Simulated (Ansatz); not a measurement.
**revPBE/STO-3G run of HBS (hydrogen boron sulfide)**

Aim: the vertical singlet–triplet gap of HBS (hydrogen boron sulfide) at revPBE/STO-3G, from 2 runs. 

Program for the calculation: Ansatz 0.2.0.

63 further runs of the same task are left out: 8 that didn't finish, 55 set aside as unsound or not needed.

## (1) The structure to begin with

The species is HBS (3 atoms), meant as a singlet with charge 0. SMILES: `B=S`. The coordinates come from a PBE0-D4/def2-TZVP relaxation.

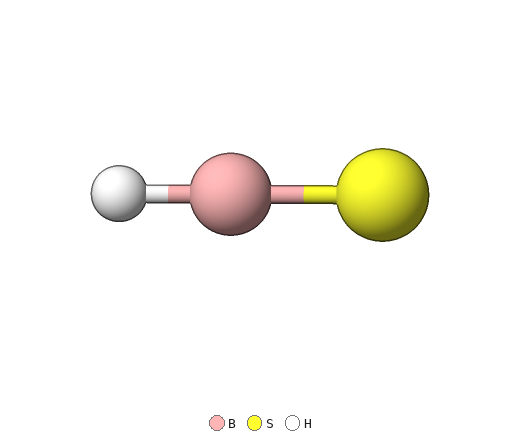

Viewed from a chosen angle; boron pink, sulfur yellow, hydrogen white.

## (2) The energy at revPBE/STO-3G

run.yaml reads:

```yaml
crystal:
  periodic: [false, false, false]
  atoms:
    - {symbol: B, position_ang: [-0.038660, -0.014560, 0.134750]}
    - {symbol: S, position_ang: [0.399170, 0.147640, -1.393290]}
    - {symbol: H, position_ang: [-0.360510, -0.133080, 1.258530]}
basis:
  gaussian: {orbitals: STO-3G}
total_charge: 0
hamiltonian: {xc: {name: revPBE}}
accuracy: high
```

On the command line:

```console
$ ansatz run run.yaml --threads 1 --pin off --max-ram 3480MiB --events-out events.jsonl --progress --plain --runs-dir runs
```

Log:

```text
Warning: RAYON_NUM_THREADS=1 ignored (pool sized by the plan → 1); use --threads N
Functional definition: revPBE
  name "revPBE"
  parameter kappa = 1.245
  parameter beta = 0.06672455060314922
  exchange = pbe_x(kappa = kappa, mu = beta*pi^2/3)
  correlation = pbe_c(beta = beta)
243 factors; integrals over basis functions are off by at most 1.6e-8 eV
mean field evaluation 1: about -11397.5226 eV, gradient 3.6e0 eV
mean field evaluation 2: about -11397.4646 eV, gradient 5.3e0 eV
mean field evaluation 4: about -11397.5647 eV, gradient 2.5e-1 eV
mean field evaluation 8: about -11397.5165 eV, gradient 9.2e-4 eV
mean field -11397.51648210 eV, -418.8510052030 hartree, gradient 5.7e-8 eV, S^2 0.000000; 0 other end points of the search recorded, 0 dependent functions left out
reference -11397.51648389 eV, -418.8510052689 hartree; 11, 11 occupied and 4, 4 virtual orbitals, 243 factors
Total energy: -11397.51648389 eV, -418.8510052689 hartree
```

Wall time 0.58 s (1 thread of Arm Neoverse V1, shared host).

## (3) The triplet, same level

Edit run.yaml of step 2 so:

```diff
@@ -7,5 +7,9 @@
 basis:
-  gaussian: {orbitals: STO-3G}
-total_charge: 0
-hamiltonian: {xc: {name: revPBE}}
+  gaussian:
+    orbitals: STO-3G
+hamiltonian:
+  xc: {name: revPBE}
 accuracy: high
+magnetization:
+  spin_polarized: true
+  initial_magnetization: 2
```

On the command line:

```console
$ ansatz run run.yaml --threads 1 --pin off --max-ram 3480MiB --events-out events.jsonl --progress --plain --runs-dir runs
```

Log, cut to the lines that bear on the results:

```text
Warning: RAYON_NUM_THREADS=1 ignored (pool sized by the plan → 1); use --threads N
[... 2 set-up lines as earlier in the session ...]
[...]
243 factors; integrals over basis functions are off by at most 1.6e-8 eV
[...]
mean field -11391.99826392 eV, -418.6482144254 hartree, gradient 8.1e-8 eV, S^2 2.004286; 11 other end points of the search recorded, 0 dependent functions left out
reference -11391.99826575 eV, -418.6482144926 hartree; 12, 10 occupied and 3, 5 virtual orbitals, 243 factors
Total energy: -11391.99826575 eV, -418.6482144926 hartree
```

Run time: 23 s. Hardware: 1 thread of Arm Neoverse V1, shared host; peak memory 0.11 GiB.

## (4) Outcome

At revPBE/STO-3G:

| quantity | value |
| --- | --- |
| singlet: total energy | -418.85101 Eh |
| triplet: total energy | -418.64821 Eh |
| triplet: ⟨S²⟩ | 2.004 |
| vertical energy of the triplet above the singlet | 5.518 eV |

**Reading.** At this shape the triplet lies 5.52 eV (127 kcal/mol) above the singlet. In a minimal basis such a difference can be off by several eV, whatever the method.
